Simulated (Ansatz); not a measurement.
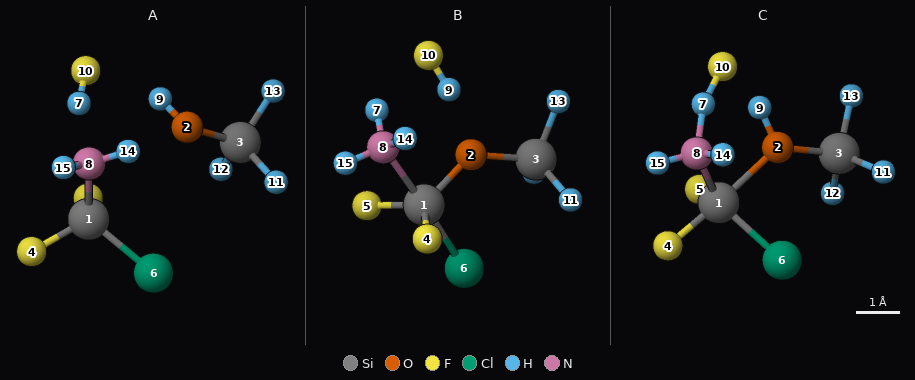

Three geometries of Si$_{2}$NH$_{7}$OClF$_{3}$: a saddle point and the two minima that it joins, in shuffled order. The picture is a ball-and-stick view, seen at a tilt. Sticks join atoms that are closer than about 1.2 times the sum of their covalent radii (a little more with hydrogen).

Stationary points at PBE0-D4/def2-TZVP, single-point energies with CCSD(T)/CBS (def2-TZVPP where no basis is named; Ansatz 0.2.0). The energies are electronic, without zero-point or thermal terms, and both ends are the minima reached downhill from the saddle, with any fragments still in contact. CCSD(T)/CBS stands for a frozen-core estimate: MP2 correlation extrapolated from def2-TZVPP and def2-QZVPP, CCSD(T) minus MP2 from the smaller set.

Question: Which frame is the transition state, what reaction does it lead through, and what barrier is to be expected?

Answer: Frame C is the saddle point. Counted by bonded pieces, B holds HF + NH₃ + Si₂H₃ClOF₂ and A holds HF + SiH₂NClF₂ + SiH₄O. From B over the saddle to A, bonds form: Si1–N8 (2.02 → 1.81 → 1.71 Å), O2–H9 (1.63 → 1.04 → 0.97 Å), H7–F10 (2.00 → 1.15 → 0.96 Å). Bonds break: Si1–O2 (1.66 → 1.94 → 3.22 Å), H7–N8 (1.02 → 1.27 → 1.70 Å), H9–F10 (0.95 → 1.39 → 1.91 Å). The saddle has one imaginary mode, 464i cm⁻¹. With CCSD(T)/CBS the barrier is 23.2 kcal/mol from B and 8.3 kcal/mol from A, and A lies 14.9 kcal/mol above B.
